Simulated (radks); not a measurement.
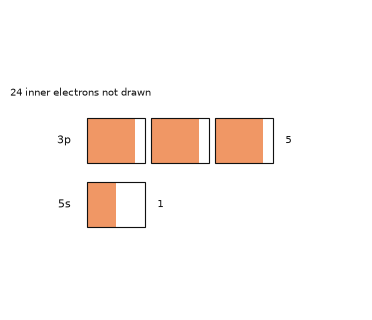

Figure 1. The outer shells as the input fills them: a box for each of the 2l + 1 orbitals, shaded by the share of the shell that is filled, with the electron count at the right.

**Atomic calculation for Zn**

System: atomic zinc (Zn) in the configuration [Ne] 3s2 3p5 3d10 4s2 5s1 (high spin).
Method: non-relativistic Kohn-Sham, PBE, spin-polarised, spherical densities, point nucleus (the in-house radial solver radks).

## Summary

- outcome: converged
- total energy: −1775.9616 hartree
- kinetic energy: 1774.7435 hartree
- electron–nucleus energy: −4239.6651 hartree
- Hartree energy: 759.114131 hartree
- exchange–correlation energy: −70.154188 hartree
- radius at density 0.001 e/bohr³: 3.96 bohr
- SCF iterations: 19
- hardware: 1 CPU thread, shared host

## Input file
```
Z 30
configuration [Ne] 3s2 3p5 3d10 4s2 5s1
relativity non-relativistic
functional pbe,pbe
spin polarised
nucleus point
```

Energies in input and log are in hartree, lengths in bohr.

## Output
```
1s      1   1.0000        -346.33170088
2s      1   1.0000         -42.18239934
2p      1   3.0000         -37.26337642
3s      1   1.0000          -5.13497365
3p      1   3.0000          -3.56105078
3d      1   5.0000          -0.88071717
4s      1   1.0000          -0.42817491
5s      1   1.0000          -0.06771748
1s      2   1.0000        -346.30958659
2s      2   1.0000         -42.16603069
2p      2   3.0000         -37.23845991
3s      2   1.0000          -5.07518733
3p      2   2.0000          -3.50315184
3d      2   5.0000          -0.83501109
4s      2   1.0000          -0.42309002
5s      2   0.0000          -0.03675882
Etot -1775.961618711808
Ekin 1774.743499556527
Encl -4239.665061512735
Eh 759.114131480025
Exc -70.15418823562555
err 4.468408308164039e-09
it 19
```

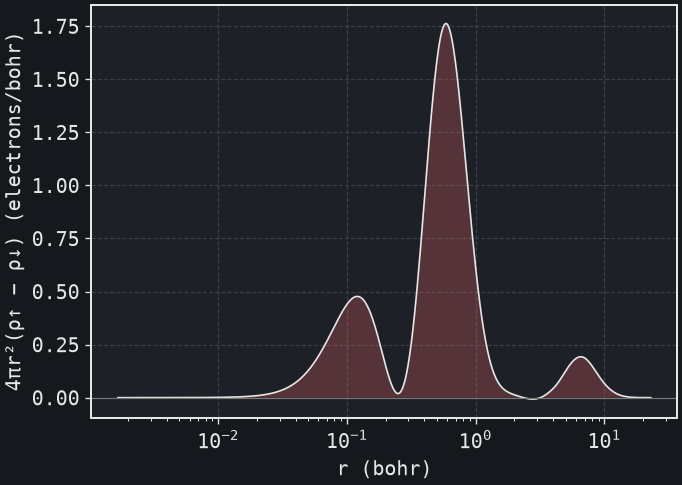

Figure 2. The radial spin density. The curve integrates to 2 unpaired electrons, held by 3p (+1) and 5s (+1). Its largest value, 1.76 electrons/bohr, lies near r = 0.59 bohr. Regions of the opposite sign hold 0.0037 electrons in all, from the polarisation of filled shells. At the nucleus the spin density is 0.973 bohr⁻³.

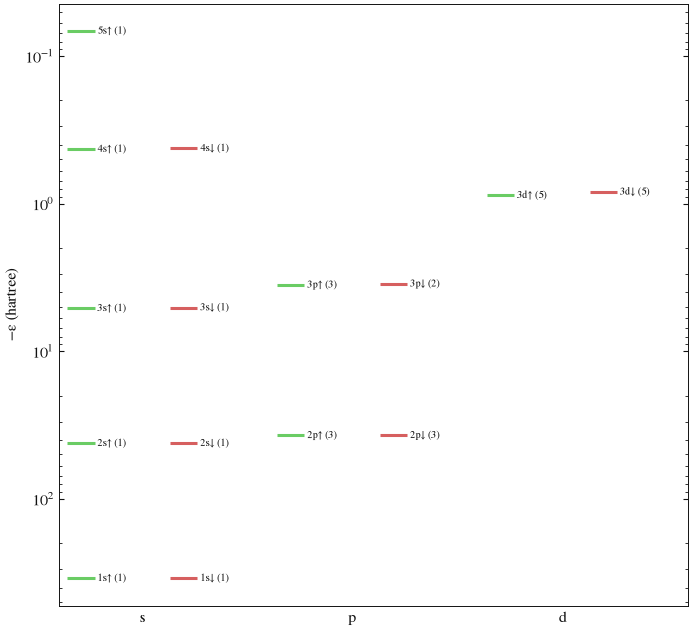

Figure 3. All occupied levels, on a logarithmic scale of binding energy, are drawn by angular momentum (occupations in brackets, up spins at the left of each column and down spins at the right). The highest occupied level is 5s up at −0.0677 hartree. The highest 5 occupied levels, from the top down, are 5s up (−0.0677 hartree), 4s down (−0.423 hartree), 4s up (−0.428 hartree), 3d down (−0.835 hartree), 3d up (−0.881 hartree). The largest exchange splitting (down less up) among the shells drawn in both spins is that of 3s, 0.0598 hartree. The open 3p shell lies under a filled one.

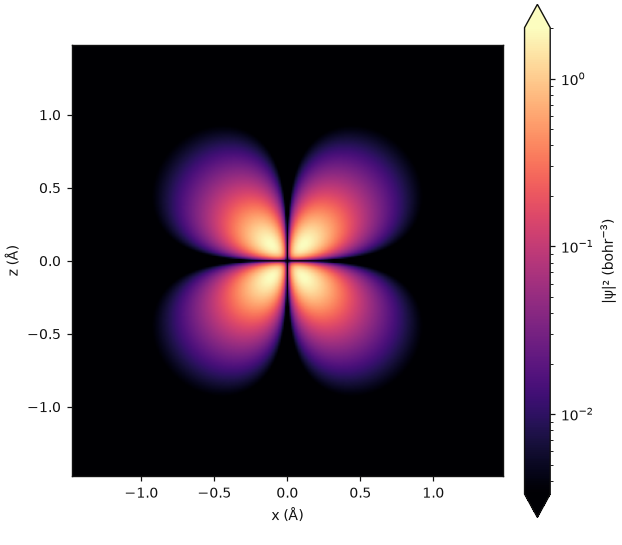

Figure 4. One occupied orbital of down spin is shown. In the xz plane through the nucleus, the colour gives |ψ|² on a logarithmic scale. (1 bohr = 0.529 Å.) The radial function comes from the spherical calculation and is multiplied by a real spherical harmonic; the overall sign is chosen so that the largest lobe of P(r) is positive. It is 3d(xz) of down spin. It has the nodal planes xy and yz and no radial node. The maximum of P² lies at 0.558 bohr, ⟨r⟩ = 0.838 bohr, 90 % of the charge lies within 1.44 bohr, and the eigenvalue is −22.7 eV, with 5 electrons in the shell for this spin.
